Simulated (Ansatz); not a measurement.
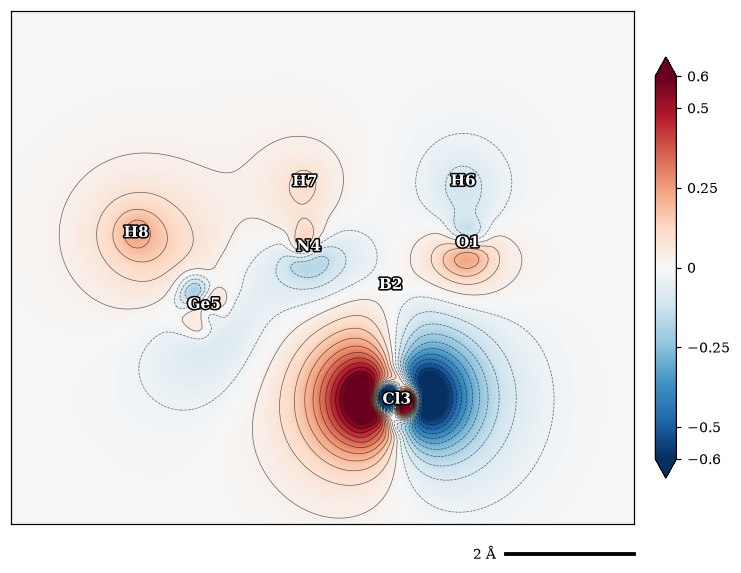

*BClGeH5NO (SMILES OB(Cl)[NH][GeH3]). The HOMO−1 on the plane of atoms N4, Ge5 and H8 (values in Å⁻³ᐟ²; the overall sign is arbitrary).*

Geometry: PBE0-D4/def2-TZVP.

Method: RKS PBE0-D4/def2-TZVPP (Ansatz 0.2.0).

```yaml
atoms:
  - { symbol: O, position_ang: [-1.5115, -1.9819, 0.6077] }
  - { symbol: B, position_ang: [-0.4522, -1.1387, 0.4706] }
  - { symbol: Cl, position_ang: [1.0694, -1.6890, 1.2160] }
  - { symbol: N, position_ang: [-0.4533, 0.0992, -0.1921] }
  - { symbol: Ge, position_ang: [0.9985, 1.2398, -0.3724] }
  - { symbol: H, position_ang: [-2.3197, -1.6658, 0.1985] }
  - { symbol: H, position_ang: [-1.3088, 0.4206, -0.6181] }
  - { symbol: H, position_ang: [0.4555, 2.4366, -1.1713] }
  - { symbol: H, position_ang: [1.4843, 1.6894, 1.0105] }
  - { symbol: H, position_ang: [2.1209, 0.5386, -1.1465] }
```

**What is the character of this orbital?**

It lies mainly on Cl3 (about 85 %); largely a lone pair of Cl3. Its energy is −8.82 eV.
